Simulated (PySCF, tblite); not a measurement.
# C6H11Si radical: geometry, infrared bands and EPR parameters

Wanted: the infrared bands and EPR parameters of C6H11Si radical (`[CH2]C#C[Si](C)(C)C`), by calculation.

Programs: tblite 0.8.0 and PySCF 2.14.0, with density-fitted response routines of our own. Each step states its level of theory. These are calculated values for one molecule in the gas phase, unless marked as measured. Atoms are numbered from 0 throughout.

## 1. The molecule as given

18 atoms, charge 0, multiplicity 2; geometry from: force field or distance geometry start.

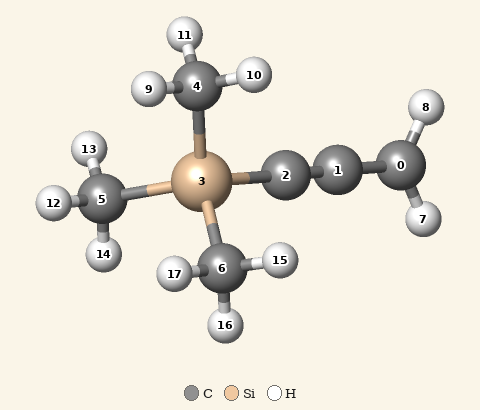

The starting geometry (carbon grey, silicon light orange, hydrogen white), atoms numbered.

## 2. Geometry optimisation with GFN2-xTB

What the job is given:

```
{"job": {"kind": "relax", "xc": "GFN2-xTB", "basis": "xTB"}, "charge": 0, "multiplicity": 2}
C      3.851900     0.273300    -0.613300
C      2.446100     0.180500    -0.401000
C      1.278500     0.087400    -0.200200
Si    -0.593200    -0.035300     0.083700
C     -1.337900     1.672700     0.227500
C     -1.399500    -0.961000    -1.336500
C     -0.912500    -0.973500     1.683600
H      4.488300    -0.579100    -0.451100
H      4.280900     1.209900    -0.938500
H     -2.419900     1.614000     0.396000
H     -0.891900     2.228200     1.047700
H     -1.171600     2.236200    -0.699900
H     -2.479100    -1.045400    -1.168300
H     -1.222200    -0.433400    -2.280100
H     -0.984100    -1.960300    -1.425100
H     -0.462100    -0.457300     2.549700
H     -0.491700    -1.982100     1.640100
H     -1.989000    -1.068700     1.874000
```

Launch:

```console
$ OMP_NUM_THREADS=1 python probes_run.py task.json out
```

The driver reads the jobs from task.json and runs them one after another.

The program printed:

```text
step      E/eV     max force
  0    -544.93284    6.409
  1    -544.72303    7.941
  2    -545.15709    1.527
  3    -545.17909    0.679
  4    -545.18830    0.280
  5    -545.19694    0.139
  6    -545.19941    0.172
  7    -545.20572    0.149
  8    -545.20764    0.113
  9    -545.20886    0.070
 10    -545.20949    0.058
 11    -545.20997    0.042
 12    -545.21024    0.040
 13    -545.21053    0.050
 14    -545.21093    0.059
 15    -545.21149    0.062
 16    -545.21213    0.058
 17    -545.21289    0.066
 18    -545.21384    0.078
 19    -545.21489    0.076
 20    -545.21559    0.066
 21    -545.21584    0.035
 22    -545.21591    0.014
 23    -545.21593    0.011
 24    -545.21595    0.009
```

It took 0.15 s on 1 thread of Arm Neoverse V2, shared host.

Step by step: (the energy doesn't fall at every step)

```csv
step,energy from step 0 (eV),largest force (eV/Å)
0,0.0000,6.4094
1,0.2098,7.9408
2,-0.2242,1.5271
3,-0.2462,0.6794
4,-0.2555,0.2802
5,-0.2641,0.1394
6,-0.2666,0.1720
7,-0.2729,0.1485
8,-0.2748,0.1134
9,-0.2760,0.0704
10,-0.2766,0.0583
11,-0.2771,0.0423
12,-0.2774,0.0399
13,-0.2777,0.0501
14,-0.2781,0.0591
15,-0.2786,0.0618
16,-0.2793,0.0576
17,-0.2800,0.0662
18,-0.2810,0.0780
19,-0.2820,0.0755
20,-0.2827,0.0659
21,-0.2830,0.0352
22,-0.2831,0.0136
23,-0.2831,0.0106
24,-0.2831,0.0088
```

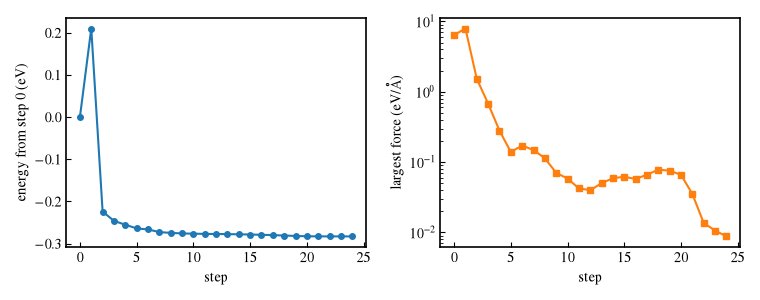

Energy and force, step by step.

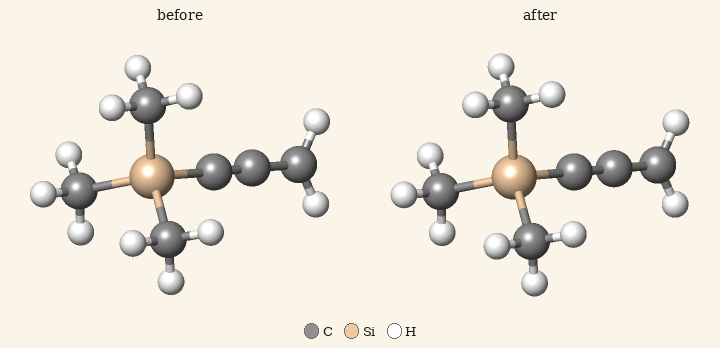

The geometry before (left) and after (right).

Distances of close pairs at the start and the end, largest changes first:

```csv
bond,before (Å),after (Å),change (Å)
C0–C1,1.425,1.345,-0.080
C2–Si3,1.897,1.845,-0.052
C1–C2,1.188,1.233,+0.044
Si3–C4,1.869,1.907,+0.038
Si3–C5,1.877,1.910,+0.033
Si3–C6,1.882,1.909,+0.027
C6–H15,1.104,1.086,-0.018
C4–H11,1.098,1.086,-0.012
```

The end geometry stands in the next job.

## 3. Infrared spectrum with GFN2-xTB

What the job is given:

```
{"job": {"kind": "ir", "xc": "GFN2-xTB", "basis": "xTB"}, "charge": 0, "multiplicity": 2}
C      3.767759     0.270022    -0.599697
C      2.443137     0.175868    -0.387981
C      1.228516     0.093759    -0.193554
Si    -0.589480    -0.037346     0.095159
C     -1.322114     1.718892     0.217779
C     -1.381981    -0.977915    -1.366714
C     -0.887099    -0.998126     1.717269
H      4.414364    -0.575779    -0.446019
H      4.210382     1.193750    -0.928290
H     -2.394832     1.691552     0.388368
H     -0.873579     2.275741     1.035022
H     -1.148830     2.280861    -0.695039
H     -2.455924    -1.078725    -1.236511
H     -1.210916    -0.459814    -2.305472
H     -0.965832    -1.976290    -1.462022
H     -0.436110    -0.489483     2.564145
H     -0.458009    -1.994438     1.667099
H     -1.948208    -1.106211     1.924800
```

The program printed:

```text
mode    cm-1     km/mol
  1     -41.2      0.15
  2      66.6      0.60
  3      73.0      0.27
  4      98.0      0.00
  5     113.2      0.00
  6     117.0      0.00
  7     164.5      0.04
  8     167.6      0.01
  9     185.0      8.18
 10     224.9     21.82
 11     237.4     22.02
 12     312.8      5.17
 13     363.8      5.58
 14     518.4     11.69
 15     665.5     23.40
 16     683.7     32.83
 17     733.4     20.47
 18     739.0     19.13
 19     788.0      0.02
 20     793.2      4.63
 21     794.5      6.08
 22     856.9    182.79
 23     858.7    196.10
 24     866.7    291.35
 25     946.5      0.35
 26    1253.0     11.07
 27    1370.1      6.78
 28    1373.2      7.85
 29    1377.2      4.58
 30    1399.0      0.07
 31    1484.4      0.03
 32    1489.7      0.08
 33    1490.7      0.02
 34    1491.2      0.19
 35    1491.8      0.06
 36    1498.1      0.02
 37    2092.4     74.62
 38    3031.6      3.96
 39    3032.2      3.89
 40    3037.3     93.96
 41    3040.2      1.86
 42    3042.3     16.75
 43    3042.5     14.93
 44    3043.2     22.70
 45    3047.8     56.72
 46    3048.0     62.95
 47    3098.7      8.42
 48    3122.1     14.65
```

Wall time 0.56 s (1 thread of Arm Neoverse V2, shared host).

Which atoms move in the most intense modes:

```csv
cm⁻¹,km/mol,atoms
684,32.8,"H7 38 %, H8 38 %, C0 23 %"
857,182.8,"H10 20 %, Si3 18 %, H11 15 %, H15 14 %"
859,196.1,"Si3 19 %, H14 17 %, H13 15 %, H16 13 %"
867,291.4,"Si3 15 %, H17 14 %, H12 14 %, H9 14 %"
2092,74.6,"C1 55 %, C2 42 %"
3037,94.0,"H9 34 %, H12 33 %, H17 25 %"
3048,56.7,"H13 33 %, H15 21 %, H10 19 %, H14 16 %"
3048,63.0,"H11 31 %, H16 23 %, H14 19 %"
```

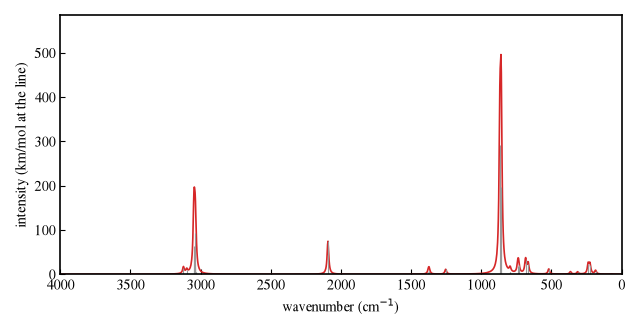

The infrared spectrum from these modes, unscaled. Lines are broadened to a width of 14 cm⁻¹ (Lorentzian).

## 4. g tensor and hyperfine couplings: B3LYP/pcH-1

Same as in step 3 but for these lines:

```diff
@@ -1,2 +1,2 @@
-{"job": {"kind": "ir", "xc": "GFN2-xTB", "basis": "xTB"}, "charge": 0, "multiplicity": 2}
+{"job": {"kind": "epr", "basis": "pcH-1"}, "charge": 0, "multiplicity": 2}
 C      3.767759     0.270022    -0.599697
```

Method: UKS B3LYP, pcH-1 on C H Si, non-relativistic, mean-field spin-orbit, GIAO.

The program printed:

```text
UKS, coarse grid
  cycle   1  E = -524.63314719  |g| = 4.66e-01
  cycle   2  E = -524.59272196  |g| = 5.36e-01
  cycle   3  E = -524.73626246  |g| = 1.03e-01
  cycle   4  E = -524.74068242  |g| = 5.52e-02
  cycle   5  E = -524.74229862  |g| = 1.48e-02
  cycle   6  E = -524.74242884  |g| = 3.72e-03
  cycle   7  E = -524.74245407  |g| = 2.50e-03
  cycle   8  E = -524.74245983  |g| = 8.63e-04
UKS, final grid
  cycle   1  E = -524.74244109  |g| = 9.89e-04
  cycle   2  E = -524.74244086  |g| = 1.42e-03
  cycle   3  E = -524.74244196  |g| = 1.99e-04
  cycle   4  E = -524.74244202  |g| = 2.67e-04
  cycle   5  E = -524.74244210  |g| = 7.51e-05
  cycle   6  E = -524.74244210  |g| = 9.72e-06
E = -524.74244210 Eh   <S^2> = 0.7696 (exact 0.7500)
g shifts (ppm)      1          2          3
  rmc          -136       -136       -136
  gc             -3         27         34
  oz_so           6        590        980
  total        -133        480        878
hyperfine (MHz)  atom isotope    a_iso     a_fc   dipolar eigenvalues
    0   13C      60.19      60.27    -57.67    -56.63    114.30
    1   13C     -59.84     -59.88    -21.58     -1.66     23.23
    2   13C      43.54      43.59    -45.49    -34.99     80.48
    3  29Si      22.71      22.75     -1.34     -0.55      1.89
    4   13C       1.78       1.78     -0.50     -0.40      0.90
    5   13C      18.60      18.60     -1.86     -1.74      3.59
    6   13C       9.50       9.50     -1.11     -1.02      2.13
    7    1H     -50.69     -50.70    -26.72     -0.83     27.55
    8    1H     -50.69     -50.70    -26.70     -0.83     27.54
    9    1H       0.18       0.18     -0.74     -0.69      1.43
   10    1H      -0.04      -0.04     -1.37     -1.07      2.44
   11    1H      -0.16      -0.16     -1.20     -1.08      2.29
   12    1H       6.96       6.96     -1.37     -0.69      2.06
   13    1H      -1.04      -1.04     -2.03     -0.70      2.73
   14    1H      -1.15      -1.15     -1.90     -0.72      2.61
   15    1H      -0.45      -0.45     -1.74     -0.87      2.61
   16    1H      -0.67      -0.67     -1.45     -0.90      2.35
   17    1H       3.29       3.29     -1.03     -0.67      1.70
```

It took 1.8 min on 1 thread of Arm Neoverse V2, shared host; peak memory 0.98 GiB.

Principal g values 2.00219, 2.00280, 2.00320; g(iso) = 2.00273, against 2.00232 for a free electron.

Hyperfine couplings; where a row names several nuclei, a(iso) is their mean (it holds for fast rotation or exchange) and the dipolar term the largest among them:

```csv
nuclei,isotope,a(iso) (MHz),"a(iso) (G, at g = 2.0023)",largest dipolar term (MHz)
C0,13C,60.2,21.5,114.3
C1,13C,-59.8,-21.4,23.2
"H7, H8",1H,-50.7,-18.1,27.5
C2,13C,43.5,15.5,80.5
Si3,29Si,22.7,8.1,1.9
"C4, C5, C6",13C,10.0,3.6,3.6
"H9, H10, H11, H12, H13 and 4 more",1H,0.8,0.3,2.7
```

Mulliken spin populations:

C0 0.75; C1 -0.28; C2 0.58; Si3 -0.02; C4 0.00; C5 0.02; C6 0.01; H7 -0.03; H8 -0.03; H9 0.00; H10 0.00; H11 0.00; H12 0.00; H13 0.00; H14 0.00; H15 0.00; H16 0.00; H17 0.00

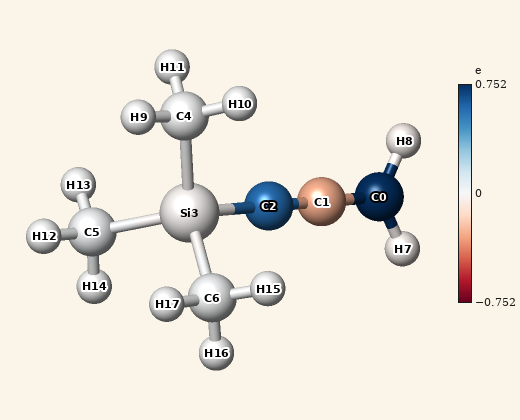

Mulliken spin populations, as colours on the atoms.

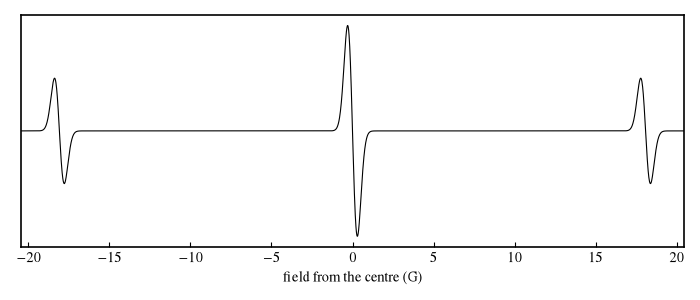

First-order isotropic spectrum (first derivative, main isotopes with spin only, couplings over 0.8 MHz, Gaussian width 0.3 G; couplings of the frozen geometry, rotation of groups not averaged beyond the rows shown).

Orbitals, density, ELF and potential are computed afterwards from the orbital file.

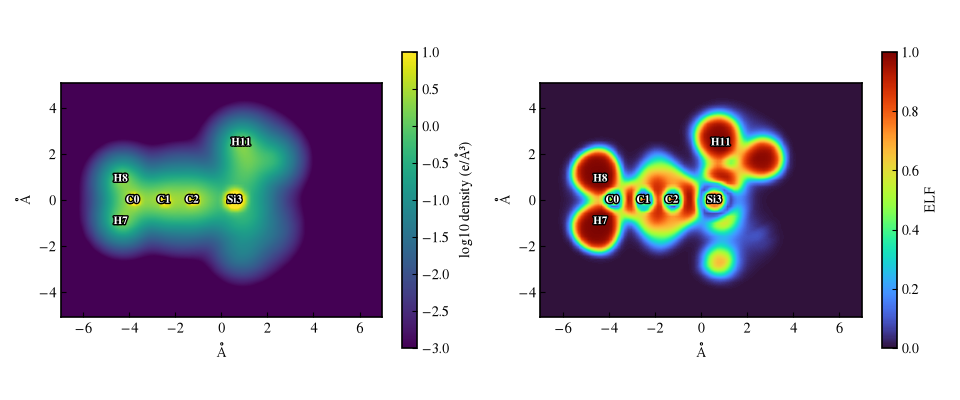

Density (left) and ELF (right) in a plane through or near 7 of the atoms.

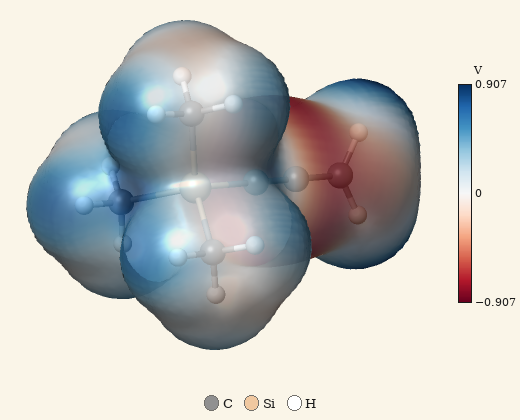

The potential that a unit positive charge feels on the 0.002 e/bohr³ surface, from -0.70 V near C2 to 0.91 V near H8.

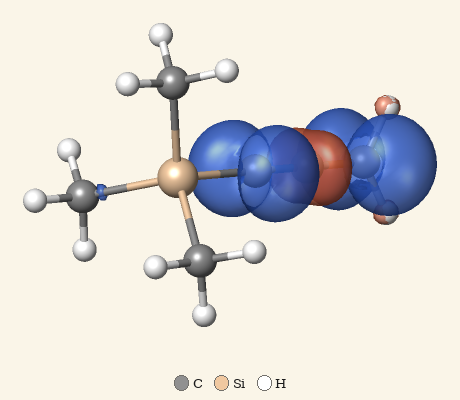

Spin density at ±0.03 e/Å³ (alpha excess blue, beta excess red).

## 5. Outcome

```
                                                                  quantity                 value
                                 strongest single infrared mode (GFN2-xTB)  867 cm⁻¹, 291 km/mol
                                              zero-point energy (GFN2-xTB)         89.7 kcal/mol
                                                            g(iso) (B3LYP)               2.00273
                                                                      ⟨S²⟩    0.770 (exact 0.75)
                                        largest a(iso) (averaged by class)   13C on C0, 60.2 MHz
potential on the surface of density 0.002 e/bohr³, 1st and 99th percentile    -0.70 V and 0.91 V
```

What this shows: Relaxing lowered the energy by 0.283 eV in 24 steps; the close pair that moved most is C0–C1, from 1.425 to 1.345 Å. The lowest mode is imaginary (41i cm⁻¹), so the xTB geometry is not a minimum: the zero-point energy counts the real modes alone, and all values at this geometry belong to a saddle point. The strongest single mode, at 867 cm⁻¹, has its largest shares on Si3, H17, H12 and H9 (the list is cut at 4 atoms). Unscaled tight-binding wavenumbers are off by several per cent, some by more. Its intensities can rank the bands wrongly. The largest spin populations lie on C0 (0.75 e), C2 (0.58 e). The isotropic g lies 0.4 ppt above the free-electron value. The conformer search found further structures of the same energy, which may be mirror or relabelled copies of this one.
